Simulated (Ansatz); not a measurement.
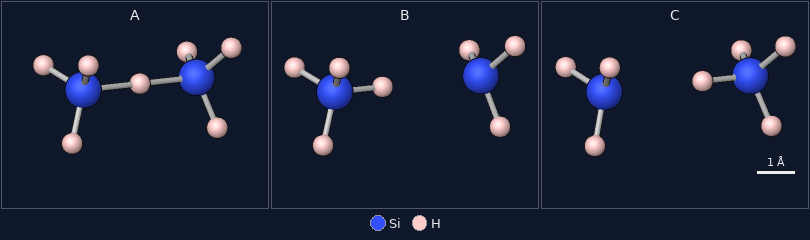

3 geometries from a converged minimum-energy path of Si2H7 (multiplicity 2), made up at the start of SiH4 and SiH3, shuffled. Style: ball-and-stick. Shown at a tilt.

The calculation used UKS r2SCANh/cc-pVDZ in Ansatz. Settings: 5 movable images; climbing image; force threshold 0.05 eV/Å; iteration limit 60; starting path through a guess of the saddle point.

### One of them is the converged climbing image. Which?

A. In order along the path, whose images run from 0 to 6: C (image 1, +1.1 kJ/mol), A (image 3, +26.4 kJ/mol), B (image 5, +1.1 kJ/mol). A hydrogen atom shifts from one atom to another. Breaking: H–Si (1.49 → 3.62 Å). Forming: H–Si (3.61 → 1.49 Å).

Limits of the set-up: the start holds two separate molecules, 3.6 Å apart at their closest, whose relative position is a soft coordinate and is computed without a dispersion correction.
